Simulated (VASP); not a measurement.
Band structure of HfS2 (space group P-3m1). Level of theory: PBE GGA, VASP's PBE PAW potentials (set 64) (plane waves; VASP).

Unless said otherwise, spin-orbit coupling is left out, though it shifts the bands of the heavy elements here.

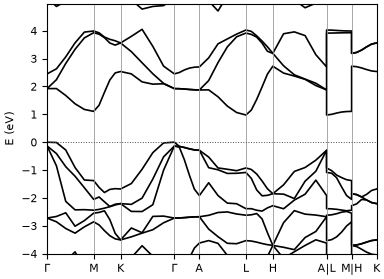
Bands along high-symmetry lines, zero at the valence-band maximum or, without a gap, the Fermi level

Q: Read the plot: is there a gap, and where are the band edges?

A: The gap is indirect, 0.98 eV, from the valence maximum at Γ to the conduction minimum at L.

The structure is a typed HfS2 crystal (P-3m1). The cell was not relaxed at this level.
